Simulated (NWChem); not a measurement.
# One shape, several levels: C3H5Cl (SMILES C/C=C/Cl)

We compute a comparison of 6 runs (HF/STO-3G, HF/3-21G, PBE/3-21G, B3LYP/6-31G*, PBE/pcseg-2) of C3H5Cl. 

The results are computed with NWChem 7.3.0.

## (1) The system as given

C3H5Cl has 9 atoms, charge 0, and is taken as a singlet. As SMILES, `C/C=C/Cl`. Geometry: relaxed at PBE0-D4/def2-TZVP.

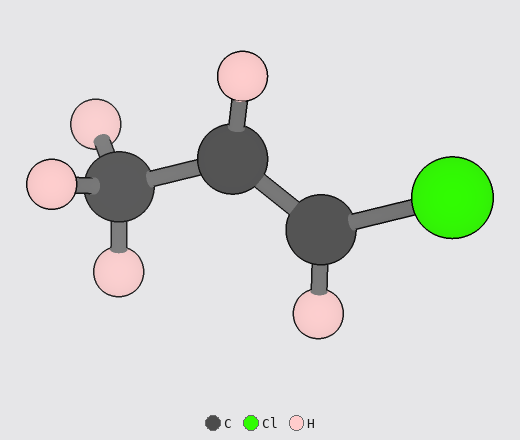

The structure, seen from a chosen angle (carbon dark grey, chlorine green, hydrogen pink).

## (2) Energy and gradient at HF/STO-3G (run 1)

mymol.nw reads:

```
start mymol
title "C3H5Cl gradient"
memory stack 880 mb heap 220 mb global 1100 mb

geometry noautosym nocenter noautoz
  C        0.174030       1.081720      -0.481760
  C        0.079560      -0.394680      -0.311190
  C       -0.271700      -0.974230       0.824660
  Cl      -0.380880      -2.682470       1.023190
  H       -0.499480       1.426620      -1.272190
  H       -0.080490       1.611010       0.438130
  H        1.185800       1.376040      -0.776810
  H        0.312930      -1.019920      -1.168380
  H       -0.519780      -0.424080       1.724330
end

basis "ao basis" spherical bse
  * library STO-3G
end

scf
  thresh 1e-08
  maxiter 80
  noprint "final vectors analysis"
end

task scf gradient
```

Started as:

```console
$ nwchem mymol.nw > mymol.out
```

Output:

```text
[...]
  functions       =    29
[...]
  wavefunction    = RHF
[...]
         Total SCF energy =   -569.662664285172
      One-electron energy =  -1067.298166941803
      Two-electron energy =    355.303947640316
 Nuclear repulsion energy =    142.331555016314
        Time for solution =      1.5s
[...]
                         RHF ENERGY GRADIENTS
    atom               coordinates                        gradient
                 x          y          z           x          y          z
   1 C       0.328869   2.044154  -0.910394   -0.002698  -0.031111   0.006060
   2 C       0.150347  -0.745837  -0.588064    0.006568   0.033259  -0.019016
   3 C      -0.513439  -1.841028   1.558381   -0.006618  -0.045534   0.017877
   4 Cl     -0.719759  -5.069133   1.933549    0.002298   0.039309  -0.003807
   5 H      -0.943880   2.695921  -2.404091   -0.002299   0.002361  -0.003813
   6 H      -0.152104   3.044367   0.827946   -0.001093   0.003439   0.004068
   7 H       2.240837   2.600339  -1.467958    0.004123   0.002176  -0.001929
   8 H       0.591352  -1.927369  -2.207918   -0.000189  -0.002576   0.000384
   9 H      -0.982242  -0.801395   3.258511   -0.000093  -0.001324   0.000177
[...]
```

Wall time 2.4 s (1 thread of AMD EPYC 7B13 (Zen 3), shared host); peak memory 0.098 GiB.

## (3) Energy and gradient at HF/3-21G (run 2)

run.py reads:

```python
from ase import Atoms
from ase.calculators.nwchem import NWChem

system = Atoms(['C', 'C', 'C', 'Cl', 'H', 'H', 'H', 'H', 'H'], positions=[
    [0.174030, 1.081720, -0.481760],
    [0.079560, -0.394680, -0.311190],
    [-0.271700, -0.974230, 0.824660],
    [-0.380880, -2.682470, 1.023190],
    [-0.499480, 1.426620, -1.272190],
    [-0.080490, 1.611010, 0.438130],
    [1.185800, 1.376040, -0.776810],
    [0.312930, -1.019920, -1.168380],
    [-0.519780, -0.424080, 1.724330],
])

calc = NWChem(
    label='mymol',
    theory='scf',
    memory='2200 mb',
    basis='3-21G',
    basispar='spherical bse',
    scf={'nopen': '0', 'rhf': None, 'thresh': '1e-08', 'maxiter': '80'},
)
system.calc = calc

forces = system.get_forces()
e = system.get_potential_energy()
print(f"E = {e:.6f} eV")
print("forces (eV/A):")
for s, f in zip(system.symbols, forces):
    print(f"{s:2s} {f[0]:10.5f} {f[1]:10.5f} {f[2]:10.5f}")
print("dipole (e A):", system.get_dipole_moment().round(4))
```

Started as:

```console
$ export ASE_NWCHEM_COMMAND="nwchem PREFIX.nwi > PREFIX.nwo"
$ python run.py
```

Output:

```text
E = -15595.755226 eV
forces (eV/A):
C     0.07292    0.84574   -0.16445
C    -0.21191   -1.20230    0.60164
C     0.25603    3.06445   -0.55921
Cl   -0.13699   -2.36778    0.22477
H     0.15370   -0.12074    0.23114
H     0.07240   -0.14285   -0.26076
H    -0.26071   -0.10865    0.10948
H    -0.08814    0.28817    0.32874
H     0.14275   -0.25603   -0.51139
dipole (e A): [ 0.0602  0.5047 -0.1533]
```

The calculator wrote mymol.nwi:

```
title "mymol"

permanent_dir mymol

scratch_dir mymol

start mymol

geometry units angstrom nocenter noautosym noautoz
  C  1.7402999999999999e-01 1.0817200000000000e+00 -4.8176000000000002e-01
  C  7.9560000000000006e-02 -3.9467999999999998e-01 -3.1119000000000002e-01
  C  -2.7170000000000000e-01 -9.7423000000000004e-01 8.2465999999999995e-01
  Cl -3.8088000000000000e-01 -2.6824699999999999e+00 1.0231900000000000e+00
  H  -4.9947999999999998e-01 1.4266200000000000e+00 -1.2721899999999999e+00
  H  -8.0490000000000006e-02 1.6110100000000001e+00 4.3813000000000002e-01
  H  1.1858000000000000e+00 1.3760399999999999e+00 -7.7681000000000000e-01
  H  3.1292999999999999e-01 -1.0199199999999999e+00 -1.1683800000000000e+00
  H  -5.1978000000000002e-01 -4.2408000000000001e-01 1.7243299999999999e+00
end

memory 2200 mb

basis spherical bse noprint
   * library 3-21G
end

scf
  nopen 0
  rhf
  thresh 1e-08
  maxiter 80
end

task scf gradient
```

mymol.nwo, cut to the lines that bear on the results:

```text
[...]
      One-electron energy =  -1070.433873097608
[... 1 line left out ...]
 Nuclear repulsion energy =    142.331555016314
[... 38 lines left out ...]
                       ROHF Final Molecular Orbital Analysis
[... 205 lines left out ...]
     1   1 0 0      0.113692      0.000000    -11.687275
[...]
  wavefunction    =   RHF
                         RHF ENERGY GRADIENTS
    atom               coordinates                        gradient
                 x          y          z           x          y          z
   1 C       0.328869   2.044154  -0.910394   -0.001418  -0.016447   0.003198
   2 C       0.150347  -0.745837  -0.588064    0.004121   0.023381  -0.011700
   3 C      -0.513439  -1.841028   1.558381   -0.004979  -0.059594   0.010875
[... 5 lines of this table left out ...]
   9 H      -0.982242  -0.801395   3.258511   -0.002776   0.004979   0.009945
[...]
```

Run time: 3.3 s. Hardware: 1 thread of AMD EPYC 7B13 (Zen 3), shared host; peak memory 0.099 GiB.

Run 3 isn't shown in full; the table further down has it.

## (4) Energy and gradient at B3LYP/6-31G(d) (spherical functions) (run 4)

run.nw reads:

```
start run
title "C3H5Cl"
memory 2200 mb

geometry units atomic noautosym nocenter noautoz
   C   0.32886904  2.04415454 -0.91039446
   C   0.15034661 -0.74583711 -0.58806387
   C  -0.51343859 -1.84102788  1.55838155
   Cl -0.71975889 -5.06913364  1.93354887
   H  -0.94388040  2.69592108 -2.40409068
   H  -0.15210406  3.04436768  0.82794571
   H   2.24083724  2.60033874 -1.46795815
   H   0.59135200 -1.92736947 -2.20791821
   H  -0.98224185 -0.80139505  3.25851145
end

basis spherical bse
   C library 6-31G*
   Cl library 6-31G*
   H library 6-31G*
end

dft
   xc b3lyp
   grid xfine
   convergence energy 1e-08
   iterations 100
   mulliken
end

task dft gradient
```

Started as:

```console
$ nwchem run.nw > run.out
```

Output:

```text
[...]
          Wavefunction type:  closed shell.
          No. of atoms     :     9
          No. of electrons :    40
[...]
          Charge           :     0
          Spin multiplicity:     1
[...]
          AO basis - number of functions:    70
[...]
              XC Information
              --------------
                         B3LYP Method XC Potential
                     Hartree-Fock (Exact) Exchange  0.200
                        Slater Exchange Functional  0.800 local
                    Becke 1988 Exchange Functional  0.720 non-local
              Lee-Yang-Parr Correlation Functional  0.810
                  VWN I RPA Correlation Functional  0.190 local
[...]
 d= 0,ls=0.0,diis     1   -577.4526496530 -7.20D+02  1.04D-02  3.90D-01     3.5
[...]
 d= 0,ls=0.0,diis     8   -577.4989051023  8.40D-10  6.14D-06  2.65D-07    22.0
         Total DFT energy =     -577.498905102333
      One electron energy =    -1074.602197522880
           Coulomb energy =      401.205488127370
    Exchange-Corr. energy =      -46.433740436554
 Nuclear repulsion energy =      142.331544729731
[...]
      Total Density - Mulliken Population Analysis
     ---------------------------------------------
    Atom       Charge   Shell Charges
 -----------   ------   -------------------------------------------------------
    1 C    6     6.49   2.00  0.67  2.14  0.63  1.01  0.04
    2 C    6     6.03   2.00  0.69  2.07  0.47  0.77  0.04
    3 C    6     6.26   2.00  0.69  2.02  0.56  0.95  0.04
    4 Cl  17    17.03   2.00  2.00  5.97  1.41  3.61  0.52  1.48  0.03
    5 H    1     0.83   0.52  0.31
    6 H    1     0.84   0.53  0.32
    7 H    1     0.83   0.52  0.31
    8 H    1     0.85   0.53  0.32
    9 H    1     0.82   0.53  0.30
[...]
  wavefunction    = closed shell
                         DFT ENERGY GRADIENTS
    atom               coordinates                        gradient
                 x          y          z           x          y          z
   1 C       0.328869   2.044155  -0.910394   -0.000433  -0.003816   0.001126
   2 C       0.150347  -0.745837  -0.588064   -0.001929   0.001252   0.006645
   3 C      -0.513439  -1.841028   1.558382    0.001722  -0.006696  -0.006554
   4 Cl     -0.719759  -5.069134   1.933549    0.001094   0.013855  -0.002292
   5 H      -0.943880   2.695921  -2.404091    0.001465  -0.001386   0.001726
   6 H      -0.152104   3.044368   0.827946    0.000466  -0.001621  -0.001752
   7 H       2.240837   2.600339  -1.467958   -0.002238  -0.001269   0.000634
   8 H       0.591352  -1.927369  -2.207918   -0.000510   0.000417   0.001780
   9 H      -0.982242  -0.801395   3.258511    0.000364  -0.000736  -0.001314
[...]
```

It took 28 s on 1 thread of AMD EPYC 7B13 (Zen 3), shared host; peak memory 0.14 GiB.

Run 5 isn't shown in full; the table further down has it.

## (5) Energy and forces at PBE/pcseg-2 (run 6)

c3h5cl.nw reads:

```
start c3h5cl
memory 2200 mb

geometry units angstroms noautosym nocenter noautoz
 C      0.174030     1.081720    -0.481760
 C      0.079560    -0.394680    -0.311190
 C     -0.271700    -0.974230     0.824660
 Cl    -0.380880    -2.682470     1.023190
 H     -0.499480     1.426620    -1.272190
 H     -0.080490     1.611010     0.438130
 H      1.185800     1.376040    -0.776810
 H      0.312930    -1.019920    -1.168380
 H     -0.519780    -0.424080     1.724330
end

basis spherical bse
 C library pcseg-2
 Cl library pcseg-2
 H library pcseg-2
end

dft
 xc xpbe96 cpbe96
 grid fine
 convergence energy 1e-08
 maxiter 100
 mulliken
 noprint "final vectors analysis"
end

task dft gradient
```

Started as:

```console
$ nwchem c3h5cl.nw > c3h5cl.out
```

Output:

```text
[...]
          Wavefunction type:  closed shell.
          No. of atoms     :     9
          No. of electrons :    40
[...]
          Charge           :     0
          Spin multiplicity:     1
[...]
          AO basis - number of functions:   194
[...]
              XC Information
              --------------
          PerdewBurkeErnzerhof Exchange Functional  1.000
            Perdew 1991 LDA Correlation Functional  1.000 local
           PerdewBurkeErnz. Correlation Functional  1.000 non-local
[...]
 d= 0,ls=0.0,diis     1   -577.1757392371 -7.20D+02  4.06D-03  9.89D-01    11.4
[...]
 d= 0,ls=0.0,diis    11   -577.2249457442 -4.46D-09  2.71D-07  3.72D-09   110.0
         Total DFT energy =     -577.224945744163
      One electron energy =    -1074.660756445773
           Coulomb energy =      401.133960951435
    Exchange-Corr. energy =      -46.029705266139
 Nuclear repulsion energy =      142.331555016314
[...]
      Total Density - Mulliken Population Analysis
     ---------------------------------------------
    Atom       Charge   Shell Charges
 -----------   ------   -------------------------------------------------------
    1 C    6     6.06   2.00  0.52  0.44  0.10  1.43  1.25  0.27  0.01  0.03  0.00
    2 C    6     6.10   2.00  0.54  0.47  0.14  1.40  1.23  0.26  0.01  0.06  0.00
    3 C    6     6.00   2.00  0.54  0.52  0.04  1.36  1.25  0.21  0.01  0.07  0.00
    4 Cl  17    17.11   2.01  0.36  1.60  1.08  0.88  5.90  1.09  2.89  1.23  0.00  0.05  0.01
    5 H    1     0.95   0.44  0.43  0.03  0.01  0.04  0.00
    6 H    1     0.97   0.44  0.44  0.04  0.01  0.04  0.00
    7 H    1     0.95   0.44  0.43  0.03  0.01  0.04  0.00
    8 H    1     0.95   0.44  0.42  0.04  0.01  0.04  0.00
    9 H    1     0.92   0.44  0.41  0.02  0.01  0.03  0.00
[...]
  wavefunction    = closed shell
                         DFT ENERGY GRADIENTS
    atom               coordinates                        gradient
                 x          y          z           x          y          z
   1 C       0.328869   2.044154  -0.910394   -0.000001   0.000363   0.000081
   2 C       0.150347  -0.745837  -0.588064   -0.002076  -0.004100   0.006604
   3 C      -0.513439  -1.841028   1.558381    0.001734   0.001188  -0.005794
   4 Cl     -0.719759  -5.069133   1.933549    0.000744   0.008122  -0.001686
   5 H      -0.943880   2.695921  -2.404091    0.002401  -0.001768   0.003113
   6 H      -0.152104   3.044367   0.827946    0.000921  -0.002331  -0.003371
   7 H       2.240837   2.600339  -1.467958   -0.003795  -0.001576   0.001289
   8 H       0.591352  -1.927369  -2.207918   -0.001018   0.002317   0.003700
   9 H      -0.982242  -0.801395   3.258511    0.001090  -0.002216  -0.003934
[...]
```

It took 2.3 min on 1 thread of AMD EPYC 7B13 (Zen 3), shared host; peak memory 0.14 GiB.

## (6) The series

```csv
run,level,iteration cap,module,energy (Eh),dipole moment (D),largest force (eV/Å),wall time
1,HF/STO-3G,80,scf,-569.662664,2.43,2.538,2.4 s
2,HF/3-21G,80,scf,-573.133438,2.55,3.126,3.3 s
3,PBE/3-21G,100,dft,-574.282921,2.12,2.433,18 s
4,B3LYP/6-31G* (spherical functions),100,dft,-577.498905,1.97,0.724,28 s
5,B3LYP/6-31G* (Cartesian functions),100,dft,-577.504641,1.97,0.741,29 s
6,PBE/pcseg-2,100,dft,-577.224946,1.86,0.428,2.3 min
```

## (7) Summary of results

| quantity | value |
| --- | --- |
| run 6: total energy | -577.22495 Eh |
| run 6: dipole moment | 1.86 D |
| run 6: largest force on an atom | 0.428 eV/Å |

The dipole moment (its size) runs from 1.86 D (PBE/pcseg-2) to 2.55 D (HF/3-21G). The two ends differ in method and basis. Over runs 2, 3, 4, 5 the HOMO–LUMO gap runs from 5.39 eV (PBE/3-21G) to 14.29 eV (HF/3-21G). Exact exchange widens orbital gaps. Totals of different functionals can't be ranked against each other. In run 1 the basis is minimal, so the values are rough. All runs together took 3.7 min, the longest 2.3 min.
